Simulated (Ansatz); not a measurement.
BFH₃NSi (charge +1, doublet)

Input

```
basis:
  gaussian:
    orbitals: def2-TZVPD
crystal:
  periodic: [false, false, false]
  atoms:
    - {symbol: B, position_ang: [-1.189265, 1.546181, 1.158836]}
    - {symbol: F, position_ang: [-1.291920, 0.849382, 0.056635]}
    - {symbol: "N", position_ang: [-0.074777, 2.528639, 1.208894]}
    - {symbol: Si, position_ang: [1.042553, 2.814094, -0.007111]}
    - {symbol: H, position_ang: [-1.924318, 1.433455, 2.094781]}
    - {symbol: H, position_ang: [-0.012711, 3.063909, 2.081570]}
    - {symbol: H, position_ang: [0.904256, 2.003964, -1.259100]}
total_charge: 1
output: {forces: true, orbitals: {seedname: orbitals}}
magnetization:
  spin_polarized: true
  initial_magnetization: 1
hamiltonian:
  xc: {name: PBE0}
```

Run with:

```sh
ansatz run input.yaml --threads 1 --pin off --max-ram 2610MiB --events-out events.jsonl --progress --plain --runs-dir runs
```

Geometry: r2SCAN-D4/def2-SVP.

All numbers below come from isolated molecule in a Gaussian basis; Kohn-Sham density functional theory, functional PBE0 in Ansatz.

Predict the electron density, electron localisation function and spin density between the atoms.

Answer. B–F (1.31 Å): ρ is about 2.3 e/Å³ halfway; the ELF peaks at about 0.85 between the atoms (a shared but strongly polarised pair).
B–N (1.49 Å): ρ at the midpoint is about 1.6 e/Å³; the ELF peaks at about 0.95 between the atoms; a polar covalent bond.
Si–N (1.68 Å): ρ at the midpoint is about 1.2 e/Å³; the ELF peaks at about 0.90 between the atoms: a polar covalent bond.
N–H (1.03 Å): ρ at the midpoint is about 2.9 e/Å³; the ELF climbs to about 1 towards the hydrogen, as it does in any bond to H; an ordinary covalent bond to hydrogen.
The unpaired spin (1 electron) lies mostly on Si4 (about 0.8) and H7 (about 0.1), in electrons by Hirshfeld's partition.

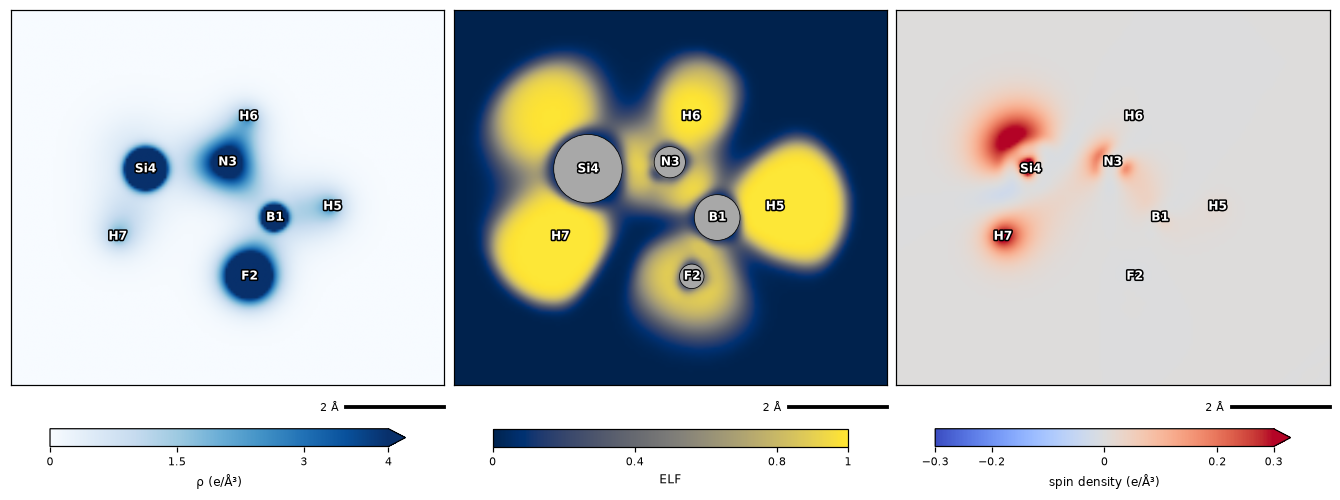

Computed electron density, electron localisation function and spin density on the molecular plane, in this order. Grey discs cover the atomic cores in the ELF map. 
